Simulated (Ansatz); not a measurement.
Pressure series in W

Consider W in the bcc (W type) structure (space group Im-3m, No. 229; a = 3.184 Å).

Cell and atoms are relaxed at each pressure.

Levels (all Ansatz, a first-principles code, PAW, earlier PAW set): PBE (420 eV, without spin-orbit coupling); r2SCAN (500 eV, no SOC).

The base cell above is that of PBE; each level relaxes its own structures.

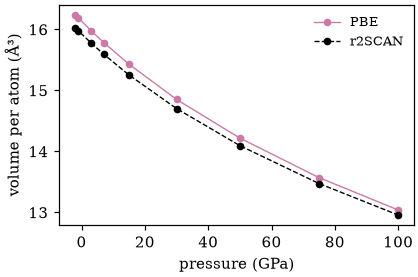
Fig. 1. Volume per atom under two levels

Task: How do the two levels compare along the series?

Result: PBE lies above r2SCAN in every row, by 0.08 Å³ to 0.22 Å³. They put the cases in the same order.

Load acts through the strain it causes; cell and atoms are relaxed under it. Stability against distortions was not tested. Competing high-pressure phases were not computed. All final runs are without spin polarisation.
